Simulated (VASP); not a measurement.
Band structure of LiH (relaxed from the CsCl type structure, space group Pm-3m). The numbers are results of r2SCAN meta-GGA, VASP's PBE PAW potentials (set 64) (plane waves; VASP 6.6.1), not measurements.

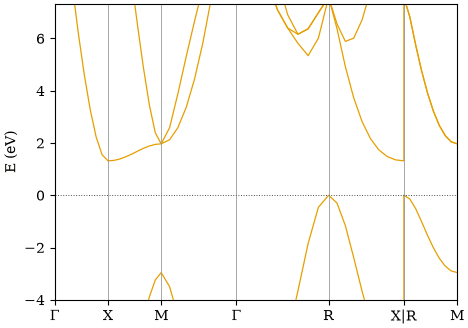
Fig. 1. Bands along high-symmetry lines, zero at the valence-band maximum or, without a gap, the Fermi level

Problem. Read the plot: is there a gap, and where are the band edges?

Solution. The gap is indirect, 1.32 eV, from the valence maximum at R to the conduction minimum at X.

The structure was generated: LiH was put into the CsCl type type (Pm-3m), which need not be its known phase. It was relaxed first, which changed the volume by +72 %.
